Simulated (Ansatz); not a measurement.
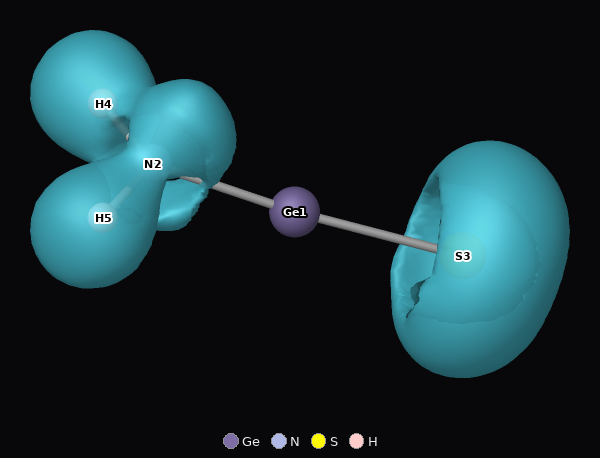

GeH$_{2}$NS (charge +1). Isosurface of the electron localisation function at 0.8 (cyan), seen at an oblique angle. Core shells and regions of very low density are left out.

Geometry: PBE-D3(BJ)/def2-SVP.

The calculation used isolated molecule in a Gaussian basis; Kohn-Sham density functional theory, functional PBE0 in Ansatz.

Input

```
crystal:
  periodic: [false, false, false]
  atoms:
    - {symbol: Ge, position_ang: [-3.041783, 0.300989, 2.053813]}
    - {symbol: N, position_ang: [-3.487054, -1.058440, 1.042281]}
    - {symbol: S, position_ang: [-2.369049, 1.757225, 3.224845]}
    - {symbol: H, position_ang: [-4.106554, -1.794261, 1.411254]}
    - {symbol: H, position_ang: [-3.483550, -0.960695, 0.016714]}
basis:
  gaussian: {orbitals: def2-TZVPD}
total_charge: 1
hamiltonian: {xc: {name: PBE0}}
output: {forces: true, orbitals: {seedname: orbitals}}
```

Command:

```sh
ansatz run input.yaml --threads 1 --pin off --max-ram 2610MiB --events-out events.jsonl --progress --plain --runs-dir runs
```

> Identify the bonds, lone pairs and shells in this picture.

The ELF exceeds this value in one ring or bowl of non-bonding electrons around S and one joined region spread over several atoms (H, N), in which their bonds and any lone pairs are merged.

Values along the shortest contacts:
Ge–N (1.75 Å): the ELF peaks at about 0.85 in the valence shell of N, 0.6 Å from its nucleus, and is about 0.45 at the midpoint. Ge–S (1.99 Å): the ELF peaks at about 0.70 in the valence shell of S, 0.9 Å from its nucleus, and is about 0.60 at the midpoint.
